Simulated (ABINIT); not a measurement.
**Quasiparticle gap of NaCl (Fm-3m) in ABINIT**

Wanted: ground state, empty states, screening and self-energy for NaCl (Fm-3m).

Method: PBE and many-body steps on it, plane waves, in ABINIT 10.8.3.

The database entry behind the starting cell differs from later determinations by our own check (an axis about 0.4 % short against later determinations), so it need not match the best structure at ambient conditions.

### 1. Starting point

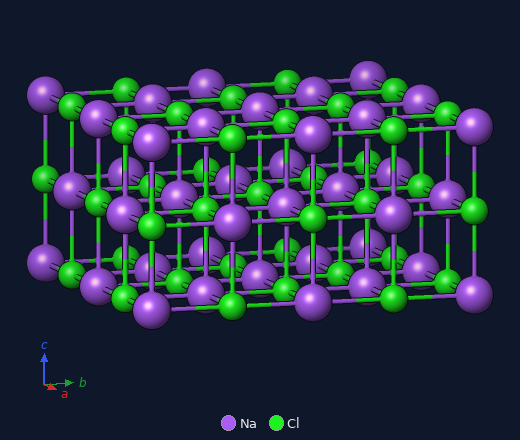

Start, viewed slightly off an axis; sodium purple, chlorine green. 2×2×1 cells are drawn. This picture shows the conventional cell, with its axes. Some periodic images of atoms are drawn too.

The cell and positions come from the Crystallography Open Database and are kept as given unless a step says otherwise.

### 2. Ground state

This step: ABINIT 10.8.3; DFT, PBE, plane waves, norm-conserving pseudopotentials.

The ground-state density comes first.

File run.abi:

```
acell 3*1.0 Angstrom
rprim 
  0.000000000000 2.810000000000 2.810000000000
  2.810000000000 0.000000000000 2.810000000000
  2.810000000000 2.810000000000 0.000000000000
ntypat 2
znucl 11 17
natom 2
typat 1 2
xred 
  0.000000000000 0.000000000000 0.000000000000
  0.500000000000 0.500000000000 0.500000000000
pp_dirpath "pseudos"
pseudos "Na.upf, Cl.upf"
ecut 38
ngkpt 6 6 6
nshiftk 1
shiftk 0 0 0
kptopt 1
chksymbreak 0
nband 13
occopt 1
tolvrs 1e-10
nstep 60
prtwf 0
optforces 0
optstress 0
indata_prefix "in"
outdata_prefix "out"
tmpdata_prefix "tmp"
```

Launch:

```
$ OMP_NUM_THREADS=1 mpirun -n 4 abinit run.abi > log
```

Numbers of over 12 decimals in the logs are rounded to 6 here.

The program printed:

```text
.Version 10.8.3 of ABINIT. v10.8.2 released Aug 2026.

 Symmetries : space group Fm -3 m (#225); Bravais cF (face-center cubic)
================================================================================
 Values of the parameters that define the memory need of the present run
     intxc =       0    ionmov =       0      iscf =       7    lmnmax =       6
     lnmax =       6     mgfft =      45  mpssoang =       3    mqgrid =    3001
     natom =       2  nloc_mem =       1    nspden =       1   nspinor =       1
    nsppol =       1      nsym =      48    n1xccc =    2501    ntypat =       2
    occopt =       1   xclevel =       2
-    mband =          13        mffmem =           1         mkmem =           4
       mpw =        3377          nfft =       91125          nkpt =          16
================================================================================
  Rough estimation (10% accuracy) of disk space for files :
================================================================================

--------------------------------------------------------------------------------
------------- Echo of variables that govern the present computation ------------
--------------------------------------------------------------------------------
 -outvars: echo values of preprocessed input variables --------
            acell      1.8897261259E+00  1.8897261259E+00  1.8897261259E+00 Bohr

      chksymbreak           0
             ecut      3.80000000E+01 Hartree
-          fftalg         312

              ixc     -101130
              kpt      0.00000000E+00  0.00000000E+00  0.00000000E+00
                       1.66666667E-01  0.00000000E+00  0.00000000E+00
                       3.33333333E-01  0.00000000E+00  0.00000000E+00
                       5.00000000E-01  0.00000000E+00  0.00000000E+00
                       1.66666667E-01  1.66666667E-01  0.00000000E+00
                       3.33333333E-01  1.66666667E-01  0.00000000E+00
                       5.00000000E-01  1.66666667E-01  0.00000000E+00
                      -3.33333333E-01  1.66666667E-01  0.00000000E+00
                      -1.66666667E-01  1.66666667E-01  0.00000000E+00
   [... 5 further rows ...]
                      -3.33333333E-01  3.33333333E-01  1.66666667E-01
                      -3.33333333E-01  5.00000000E-01  1.66666667E-01
         kptrlatt        6    0    0      0    6    0      0    0    6
          kptrlen      4.50579507E+01
P           mkmem           4
            natom           2
            nband          13
            ngfft          45      45      45
             nkpt          16
            nstep          60
             nsym          48
           ntypat           2
              occ      2.000000  2.000000  2.000000  2.000000  2.000000  2.000000
                       2.000000  2.000000  0.000000  0.000000  0.000000  0.000000
                       0.000000
        optforces           0
        optstress           0
            prtwf           0
            rprim      0.0000000000E+00  2.8100000000E+00  2.8100000000E+00
[...]
spgroup         225

           tolvrs      1.00000000E-10

             xred      0.0000000000E+00  0.0000000000E+00  0.0000000000E+00
[...]
znucl       11.00000   17.00000

================================================================================

 chkinp: Checking input parameters for consistency.

================================================================================
== DATASET  1 ==================================================================
-   mpi_nproc: 4, omp_nthreads: 1 (-1 if OMP is not activated)

--- !DatasetInfo
iteration_state: {dtset: 1, }
dimensions: {natom: 2, nkpt: 16, mband: 13, nsppol: 1, nspinor: 1, nspden: 1, mpw: 3377, }
cutoff_energies: {ecut:  38.0, pawecutdg:  -1.0, }
electrons: {nelect:   1.60000000E+01, charge:   0.00000000E+00, occopt:   1.00000000E+00, tsmear:   1.00000000E-02, }

 Real(R)+Recip(G) space primitive vectors, cartesian coordinates (Bohr,Bohr^-1):
 R(1)=  0.0000000  5.3101304  5.3101304  G(1)= -0.0941596  0.0941596  0.0941596
 R(2)=  5.3101304  0.0000000  5.3101304  G(2)=  0.0941596 -0.0941596  0.0941596
 R(3)=  5.3101304  5.3101304  0.0000000  G(3)=  0.0941596  0.0941596 -0.0941596
 Unit cell volume ucvol=  2.9946465E+02 bohr^3
 Angles (23,13,12)=  6.00000000E+01  6.00000000E+01  6.00000000E+01 degrees

 getcut: wavevector=  0.0000  0.0000  0.0000  ngfft=  45  45  45
         ecut(hartree)=     38.000   => boxcut(ratio)=   2.11142

--- Pseudopotential description ------------------------------------------------
- Na Generated using ONCVPSP code by D. R. Hamann
- 11.00000   9.00000  171031                  znucl, zion, pspdat
12 -101130 1 -1 1992                          pspcod,pspxc,lmax,lloc,mmax
     nproj     2     2     0
  pspatm : epsatm=    9.36084378
         --- l  ekb(1:nproj) -->
[...]
pspatm: atomic psp has been read  and splines computed

- Cl Generated using ONCVPSP code by D. R. Hamann
- 17.00000   7.00000  171031                  znucl, zion, pspdat
12 -101130 2 -1 1028                          pspcod,pspxc,lmax,lloc,mmax
     nproj     2     2     2
  pspatm : epsatm=    9.12776517
         --- l  ekb(1:nproj) -->
[...]
2   -2.938609   -0.805455
 pspatm: atomic psp has been read  and splines computed

   2.95817743E+02                                ecore*ucvol(ha*bohr**3)
--------------------------------------------------------------------------------

_setup2: Arith. and geom. avg. npw (full set) are    3353.282    3353.266

================================================================================

--- !BeginCycle
iteration_state: {dtset: 1, }
solver: {iscf: 7, nstep: 60, nline: 4, wfoptalg: 0, }
tolerances: {tolvrs: 1.00E-10, }

     iter   Etot(hartree)      deltaE(h)  residm     vres2
 ETOT  1  -62.210141125567    -6.221E+01 1.442E-01 1.103E+02
 ETOT  2  -62.245036518895    -3.490E-02 1.735E-03 9.286E+00
 ETOT  3  -62.246103774477    -1.067E-03 3.238E-04 4.789E-01
 ETOT  4  -62.246123365856    -1.959E-05 5.804E-05 4.443E-02
 ETOT  5  -62.246124953469    -1.588E-06 3.161E-05 2.052E-03
 ETOT  6  -62.246125381955    -4.285E-07 1.100E-05 3.957E-05
 ETOT  7  -62.246125384849    -2.894E-09 4.661E-05 3.905E-07
 ETOT  8  -62.246125384858    -8.711E-12 2.216E-05 1.135E-08
 ETOT  9  -62.246125384855     2.267E-12 7.450E-05 3.136E-11

 At SCF step    9       vres2   =  3.14E-11 < tolvrs=  1.00E-10 =>converged.

--- !ResultsGS
iteration_state: {dtset: 1, }
comment   : Summary of ground state results
lattice_vectors:
- [  0.0000000,   5.3101304,   5.3101304, ]
- [  5.3101304,   0.0000000,   5.3101304, ]
- [  5.3101304,   5.3101304,   0.0000000, ]
lattice_lengths: [   7.50966,    7.50966,    7.50966, ]
lattice_angles: [ 60.000,  60.000,  60.000, ] # degrees, (23, 13, 12)
lattice_volume:   2.9946465E+02
convergence: {deltae:  2.267E-12, res2:  3.136E-11, residm:  7.450E-05, diffor:  0.000E+00, }
etotal    :  -6.22461254E+01
entropy   :   0.00000000E+00
fermie    :  -1.97941144E-02
cartesian_stress_tensor: null
pressure_GPa: null
xred      :
- [  0.0000E+00,   0.0000E+00,   0.0000E+00, Na]
- [  5.0000E-01,   5.0000E-01,   5.0000E-01, Cl]
cartesian_forces: null
force_length_stats: {min: null, max: null, mean: null, }

 Integrated electronic density in atomic spheres:
 ------------------------------------------------
 Atom  Sphere_radius  Integrated_density
    1        2.00000          7.93502278
    2        2.00000          5.09664831
================================================================================

 ----iterations are completed or convergence reached----

 Mean square residual over all n,k,spin=   35.874E-08; max=  74.497E-06
 reduced coordinates (array xred) for    2 atoms
       0.000000000000      0.000000000000      0.000000000000
       0.500000000000      0.500000000000      0.500000000000
 rms dE/dt=  0.0000E+00; max dE/dt=  0.0000E+00; dE/dt below (all hartree)
    1       0.000000000000      0.000000000000      0.000000000000
    2       0.000000000000      0.000000000000      0.000000000000

 cartesian coordinates (angstrom) at end:
    1      0.000000     0.000000     0.000000
    2      2.810000     2.810000     2.810000
 length scales=  1.889726125908  1.889726125908  1.889726125908 bohr
              =  1.000000000000  1.000000000000  1.000000000000 angstroms
 prteigrs : about to open file out_EIG
 Fermi (or HOMO) energy (hartree) =  -0.01979   Average Vxc (hartree)=  -0.30314
 Eigenvalues (hartree) for nkpt=  16  k points:
 kpt#   1, nband= 13, wtk=  0.00463, kpt=  0.0000  0.0000  0.0000 (reduced coord)
  -1.81703   -0.78519   -0.78519   -0.78519   -0.48579   -0.01979   -0.01979   -0.01979
   0.16946    0.38673    0.38673    0.38673    0.46359
 prteigrs : prtvol=0 or 1, do not print more k-points.

--- !EnergyTerms
iteration_state     : {dtset: 1, }
comment             : Components of total free energy in Hartree
kinetic             :  3.34862313071809E+01
hartree             :  2.06310918540452E+01
xc                  : -1.14207246721135E+01
Ewald energy        : -3.45254426906187E+01
psp_core            :  9.87821926770297E-01
local_psp           : -5.87905077046436E+01
non_local_psp       : -1.26145954054759E+01
total_energy        : -6.22461253848553E+01
total_energy_eV     : -1.69380336016306E+03
band_energy         : -9.59497912475699E+00

== END DATASET(S) ==============================================================
================================================================================

 -outvars: echo values of variables after computation  --------
           etotal     -6.2246125385E+01
            nband          13
             nkpt          16
          spgroup         225
 [... the other variables as echoed above ...]

 Calculation completed.
```

Run time: 14 s. Hardware: 4 MPI ranks of Arm Neoverse N1, shared host; peak memory 0.36 GiB.

Numbers from this step:

```
total energy               : -1693.8034 eV
gap                        : 5.150 eV
k of the valence top       : 0, 0, 0
k of the conduction bottom : 0, 0, 0
least direct gap           : 5.150 eV
```

The gap is direct, at Γ.

### 3. Bands along the symmetry lines

The cheap functional maps the bands first; the places of the edges decide which points the dearer methods must see.

File run.abi:

```
acell 3*1.0 Angstrom
rprim 
  0.000000000000 2.810000000000 2.810000000000
  2.810000000000 0.000000000000 2.810000000000
  2.810000000000 2.810000000000 0.000000000000
ntypat 2
znucl 11 17
natom 2
typat 1 2
xred 
  0.000000000000 0.000000000000 0.000000000000
  0.500000000000 0.500000000000 0.500000000000
pp_dirpath "pseudos"
pseudos "Na.upf, Cl.upf"
ecut 38
iscf -2
irdden 1
kptopt 0
nkpt 50
kpt 
  0.00000000 0.00000000 0.00000000
  0.06250000 0.00000000 0.06250000
  0.12500000 0.00000000 0.12500000
  0.18750000 0.00000000 0.18750000
  0.25000000 0.00000000 0.25000000
  0.31250000 0.00000000 0.31250000
  0.37500000 0.00000000 0.37500000
  0.43750000 0.00000000 0.43750000
  0.50000000 0.00000000 0.50000000
  0.51562500 0.03125000 0.51562500
  0.53125000 0.06250000 0.53125000
  0.54687500 0.09375000 0.54687500
  0.56250000 0.12500000 0.56250000
  0.57812500 0.15625000 0.57812500
  0.59375000 0.18750000 0.59375000
  0.60937500 0.21875000 0.60937500
  0.62500000 0.25000000 0.62500000
  0.37500000 0.37500000 0.75000000
  0.32812500 0.32812500 0.65625000
  0.28125000 0.28125000 0.56250000
  0.23437500 0.23437500 0.46875000
  0.18750000 0.18750000 0.37500000
  0.14062500 0.14062500 0.28125000
  0.09375000 0.09375000 0.18750000
  0.04687500 0.04687500 0.09375000
  0.00000000 0.00000000 0.00000000
  0.06250000 0.06250000 0.06250000
  0.12500000 0.12500000 0.12500000
  0.18750000 0.18750000 0.18750000
  0.25000000 0.25000000 0.25000000
  0.31250000 0.31250000 0.31250000
  0.37500000 0.37500000 0.37500000
  0.43750000 0.43750000 0.43750000
  0.50000000 0.50000000 0.50000000
  0.50000000 0.46875000 0.53125000
  0.50000000 0.43750000 0.56250000
  0.50000000 0.40625000 0.59375000
  0.50000000 0.37500000 0.62500000
  0.50000000 0.34375000 0.65625000
  0.50000000 0.31250000 0.68750000
  0.50000000 0.28125000 0.71875000
  0.50000000 0.25000000 0.75000000
  0.50000000 0.21875000 0.71875000
  0.50000000 0.18750000 0.68750000
  0.50000000 0.15625000 0.65625000
  0.50000000 0.12500000 0.62500000
  0.50000000 0.09375000 0.59375000
  0.50000000 0.06250000 0.56250000
  0.50000000 0.03125000 0.53125000
  0.50000000 0.00000000 0.50000000
istwfk *1
nband 15
nbdbuf 2
tolwfr 1e-08
nstep 40
prtwf 0
prtvol 0
indata_prefix "in"
outdata_prefix "out"
tmpdata_prefix "tmp"
```

The program printed:

```text
.Version 10.8.3 of ABINIT. v10.8.2 released Aug 2026.

 Symmetries : space group Fm -3 m (#225); Bravais cF (face-center cubic)
[... echo of the input left out ...]
== DATASET  1 ==================================================================
-   mpi_nproc: 4, omp_nthreads: 1 (-1 if OMP is not activated)

--- !DatasetInfo
iteration_state: {dtset: 1, }
dimensions: {natom: 2, nkpt: 50, mband: 15, nsppol: 1, nspinor: 1, nspden: 1, mpw: 3383, }
cutoff_energies: {ecut:  38.0, pawecutdg:  -1.0, }
electrons: {nelect:   1.60000000E+01, charge:   0.00000000E+00, occopt:   1.00000000E+00, tsmear:   1.00000000E-02, }

 Real(R)+Recip(G) space primitive vectors, cartesian coordinates (Bohr,Bohr^-1):
 R(1)=  0.0000000  5.3101304  5.3101304  G(1)= -0.0941596  0.0941596  0.0941596
 R(2)=  5.3101304  0.0000000  5.3101304  G(2)=  0.0941596 -0.0941596  0.0941596
 R(3)=  5.3101304  5.3101304  0.0000000  G(3)=  0.0941596  0.0941596 -0.0941596
 Unit cell volume ucvol=  2.9946465E+02 bohr^3
 Angles (23,13,12)=  6.00000000E+01  6.00000000E+01  6.00000000E+01 degrees

 getcut: wavevector=  0.0000  0.0000  0.0000  ngfft=  45  45  45
         ecut(hartree)=     38.000   => boxcut(ratio)=   2.11142

--- Pseudopotential description ------------------------------------------------
- Na Generated using ONCVPSP code by D. R. Hamann
- 11.00000   9.00000  171031                  znucl, zion, pspdat
12 -101130 1 -1 1992                          pspcod,pspxc,lmax,lloc,mmax
     nproj     2     2     0
  pspatm : epsatm=    9.36084378
         --- l  ekb(1:nproj) -->
             0    2.667291   -0.676599
             1   -6.743718   -2.407365
 pspatm: atomic psp has been read  and splines computed

- Cl Generated using ONCVPSP code by D. R. Hamann
- 17.00000   7.00000  171031                  znucl, zion, pspdat
12 -101130 2 -1 1028                          pspcod,pspxc,lmax,lloc,mmax
     nproj     2     2     2
  pspatm : epsatm=    9.12776517
         --- l  ekb(1:nproj) -->
             0    8.139296    0.698720
[...]
pspatm: atomic psp has been read  and splines computed

--------------------------------------------------------------------------------

================================================================================
 prteigrs : about to open file out_EIG
 Non-SCF case, kpt    1 (  0.00000  0.00000  0.00000), residuals and eigenvalues=
  2.58E-09  1.15E-09  3.77E-09  7.43E-09  2.51E-09  1.33E-09  6.31E-09  9.73E-09
  3.49E-09  2.08E-09  2.26E-09  7.12E-09  3.05E-09  6.99E-09  7.82E-09
 -1.8170E+00 -7.8519E-01 -7.8519E-01 -7.8519E-01 -4.8579E-01 -1.9794E-02
 -1.9794E-02 -1.9794E-02  1.6946E-01  3.8673E-01  3.8673E-01  3.8673E-01
[...]
Non-SCF case, kpt    2 (  0.06250  0.00000  0.06250), residuals and eigenvalues=
  3.04E-09  4.70E-09  1.48E-09  3.14E-09  3.80E-09  7.14E-09  3.57E-09  5.97E-09
[...]
8.37E-09  7.83E-09  2.01E-09  2.43E-09  5.74E-09  3.45E-09  1.93E-09  3.70E-09
  9.69E-09  1.43E-09  7.80E-09  7.66E-09  8.39E-09  2.32E-09  3.73E-06
[...]
Non-SCF case, kpt   49 (  0.50000  0.03125  0.53125), residuals and eigenvalues=
[...]
Non-SCF case, kpt   50 (  0.50000  0.00000  0.50000), residuals and eigenvalues=
[...]
-1.8170E+00 -7.8596E-01 -7.8550E-01 -7.8550E-01 -4.7135E-01 -8.1725E-02
 -4.2038E-02 -4.2038E-02  2.5761E-01  2.7614E-01  3.9902E-01  5.2701E-01
[...]
--- !ResultsGS
iteration_state: {dtset: 1, }
comment   : Summary of ground state results
lattice_vectors:
- [  0.0000000,   5.3101304,   5.3101304, ]
- [  5.3101304,   0.0000000,   5.3101304, ]
- [  5.3101304,   5.3101304,   0.0000000, ]
lattice_lengths: [   7.50966,    7.50966,    7.50966, ]
lattice_angles: [ 60.000,  60.000,  60.000, ] # degrees, (23, 13, 12)
lattice_volume:   2.9946465E+02
convergence: {deltae:  0.000E+00, res2:  0.000E+00, residm:  9.952E-09, diffor:  0.000E+00, }
etotal    :  -6.22461254E+01
entropy   :   0.00000000E+00
fermie    :  -1.97941144E-02
cartesian_stress_tensor: null
pressure_GPa: null
xred      :
- [  0.0000E+00,   0.0000E+00,   0.0000E+00, Na]
- [  5.0000E-01,   5.0000E-01,   5.0000E-01, Cl]
cartesian_forces: null
force_length_stats: {min: null, max: null, mean: null, }

 Integrated electronic density in atomic spheres:
 ------------------------------------------------
 Atom  Sphere_radius  Integrated_density
[...]
================================================================================

 ----iterations are completed or convergence reached----

 Mean square residual over all n,k,spin=   45.837E-10; max=  99.517E-10
 reduced coordinates (array xred) for    2 atoms
       0.000000000000      0.000000000000      0.000000000000
       0.500000000000      0.500000000000      0.500000000000

 cartesian coordinates (angstrom) at end:
    1      0.000000     0.000000     0.000000
    2      2.810000     2.810000     2.810000
 length scales=  1.889726125908  1.889726125908  1.889726125908 bohr
              =  1.000000000000  1.000000000000  1.000000000000 angstroms
 prteigrs : about to open file out_EIG
 Eigenvalues (hartree) for nkpt=  50  k points:
 kpt#   1, nband= 15, wtk=  1.00000, kpt=  0.0000  0.0000  0.0000 (reduced coord)
[...]
kpt#   2, nband= 15, wtk=  1.00000, kpt=  0.0625  0.0000  0.0625 (reduced coord)
[...]
kpt#   3, nband= 15, wtk=  1.00000, kpt=  0.1250  0.0000  0.1250 (reduced coord)
[...]
kpt#  49, nband= 15, wtk=  1.00000, kpt=  0.5000  0.0313  0.5313 (reduced coord)
  -1.81699   -0.78595   -0.78551   -0.78551   -0.47133   -0.08141   -0.04252   -0.04227
   0.25891    0.27732    0.39778    0.51051    0.52752    0.54647    0.59143
 kpt#  50, nband= 15, wtk=  1.00000, kpt=  0.5000  0.0000  0.5000 (reduced coord)
  -1.81699   -0.78596   -0.78550   -0.78550   -0.47135   -0.08172   -0.04204   -0.04204
   0.25761    0.27614    0.39902    0.52701    0.52701    0.53315    0.59152

== END DATASET(S) ==============================================================
================================================================================

 -outvars: echo values of variables after computation  --------
            nband          15
             nkpt          50
          spgroup         225
 [... the other variables as echoed above ...]

 Calculation completed.
```

It took 20 s on 4 MPI ranks; peak memory 0.31 GiB; 78 s of CPU time.

Numbers from this step:

* gap: 5.150 eV
* k of the valence top: 0, 0, 0
* k of the conduction bottom: 0, 0, 0
* least direct gap: 5.150 eV

The gap is 5.150 eV, as in the run before at this level.

The electronic bands at the labelled points (eV, zero at the top of the highest filled band; v1 is the highest filled band, c1 the lowest empty one):

```tsv
point	v4	v3	v2	v1	c1	c2	c3	c4
Γ	-12.68	0.00	0.00	0.00	5.15	11.06	11.06	11.06
X	-12.29	-1.69	-0.61	-0.61	7.55	8.05	11.40	14.88
U	-12.28	-1.43	-1.13	-0.50	8.24	9.04	10.59	12.74
jump to K	-12.28	-1.43	-1.13	-0.50	8.24	9.04	10.59	12.74
Γ	-12.68	0.00	0.00	0.00	5.15	11.06	11.06	11.06
L	-12.34	-1.95	-0.27	-0.27	7.28	10.72	10.92	10.92
W	-12.27	-1.20	-1.20	-0.76	8.84	9.71	9.71	11.37
X	-12.29	-1.69	-0.61	-0.61	7.55	8.05	11.40	14.88
```

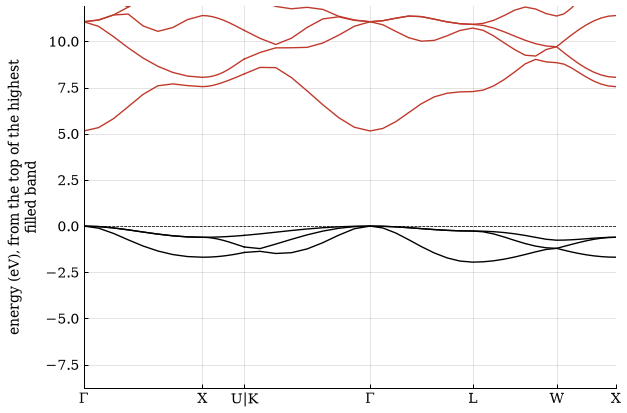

Electronic bands along the path; lines of filled and empty bands in two colours.

(Continued in part 2 of 2.)

[Paths, hosts, dates, memory and timing lines, banners, echoed tables and standing remarks are left out of the program output.]

[Logs are printed without paths, hosts, clocks, repeated set-up lines and the standing remarks that a program may print on its own settings, such as how far it seeks lower states.]

[Runs of the session that timed out or met a known fault of the program may be left out.]

[Hosts, paths, dates, database ids (printed as entryN), source tags and the programs' standing remarks are cut or masked in the printed files.]

[G0W0 gaps are taken among the corrected bands and points alone; a level outside them can change the order at an edge.]

[Where Ansatz stands beside ABINIT at settings called matched, ABINIT's density can come from a denser mesh and the files from another edition; pairs whose starting gaps differed by over 0.03 eV were left out, so agreement reads better than it is.]
